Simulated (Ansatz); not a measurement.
**C₃H₇FO: small, medium and large basis sets**

How large a basis does C₃H₇FO need? Two functionals are run in growing sets.

Program: Ansatz 0.2.0, Gaussian basis. Level of theory: one geometry, several basis sets. These are calculated values, not measurements.

The runs, in order: PBE0-D4/def2-SVP; ωB97M-V/def2-SVP; PBE0-D4/def2-QZVPP; ωB97M-V/def2-QZVPP; the functionals' def2-TZVPP values are taken from earlier runs.

### Step 1. Structure used throughout

An earlier PBE0-D4 in a triple-zeta def2 set relaxation fixed the geometry.

SMILES `CCOCF`, 12 atoms, charge 0, spin multiplicity 1.

Atoms are counted from 1 here; the program's logs count them from 0.

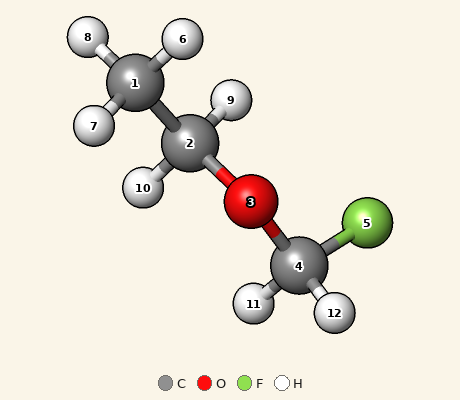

The structure; carbon grey, oxygen red, fluorine green, hydrogen white; atoms are numbered from 1 in the order of the file.

### Step 2. PBE0-D4 in def2-SVP

Contents of in.yaml:

```yaml
crystal:
  periodic: [false, false, false]
  atoms:
    - {symbol: C, position_ang: [-0.922675, 1.265755, 0.867149]}
    - {symbol: C, position_ang: [0.096176, 0.556581, 0.015713]}
    - {symbol: O, position_ang: [-0.162145, -0.839871, 0.077368]}
    - {symbol: C, position_ang: [0.623586, -1.592086, -0.741155]}
    - {symbol: F, position_ang: [1.930554, -1.637198, -0.286187]}
    - {symbol: H, position_ang: [-0.854758, 0.931869, 1.904044]}
    - {symbol: H, position_ang: [-1.934172, 1.068152, 0.507426]}
    - {symbol: H, position_ang: [-0.749404, 2.343558, 0.840566]}
    - {symbol: H, position_ang: [1.112121, 0.758179, 0.371061]}
    - {symbol: H, position_ang: [0.033833, 0.886522, -1.031085]}
    - {symbol: H, position_ang: [0.668974, -1.184767, -1.761010]}
    - {symbol: H, position_ang: [0.234913, -2.611896, -0.729887]}
basis:
  gaussian: {orbitals: def2-SVP}
hamiltonian: {xc: pbe0, dispersion: d4}
output: {orbitals: {seedname: orbitals}}
```

Run with:

```bash
$ ansatz run in.yaml --threads 4 --pin off --events-out ev --progress --plain --max-ram 10444MiB
```

After this run come: ωB97M-V in def2-SVP; PBE0-D4 in def2-QZVPP; ωB97M-V in def2-QZVPP.

**Question.** What will the summary of the whole plan be? Wanted: PBE0-D4: double and triple zeta above quadruple; ωB97M-V: double and triple zeta above quadruple.

As calculated:

| quantity | value |
| --- | --- |
| PBE0-D4: double and triple zeta above quadruple | 9.80, 0.44 eV |
| ωB97M-V: double and triple zeta above quadruple | 10.13, 0.43 eV |

**Reading.** PBE0-D4 gains 9.36 eV from double to triple zeta, then 0.44 eV more. These are total energies; as a rule much of such shifts cancels in differences, which this series doesn't test. The LUMO of ωB97M-V is positive and keeps falling with the basis (3.70 to 1.99 eV): an unbound level that the basis holds in place.
